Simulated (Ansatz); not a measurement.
# K: K → Sc

The parent structure is K in the bcc (W type) structure (space group Im-3m, No. 229; a = 5.344 Å).

Now apply this change: every K is replaced by Sc, then cell and atoms are relaxed.

The values are results of r2SCAN (Ansatz, a first-principles code), scalar-relativistic without spin-orbit coupling, earlier PAW set, not measurements. Γ-centred 18×18×18 mesh, Fermi–Dirac width 0.05 eV, for the changed cell.

| quantity | base | changed | shift |
|---|---|---|---|
| volume per atom | 76.32 Å³ | 25.14 Å³ | -51.18 Å³ |
| density | 0.85 g/cm³ | 2.97 g/cm³ | +2.12 g/cm³ |
| lattice parameter a | 5.344 Å | 3.691 Å | -1.653 Å |
| space group | Im-3m (No. 229) | Im-3m (No. 229) | – |
| band gap | zero | zero | – |

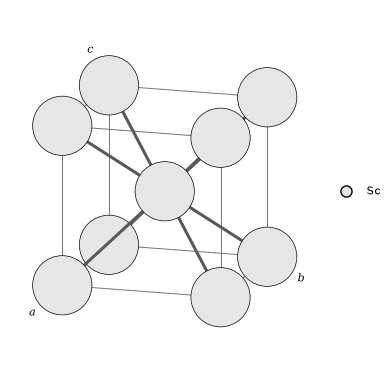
Fig. 1. The relaxed conventional cell after the change

Stability against distortions was not tested. As relaxed here, Sc is a hypothetical phase, not in the database extracts checked. The final runs are not spin-polarised. Sc has a high density of states at the Fermi level and may be magnetic at this level.
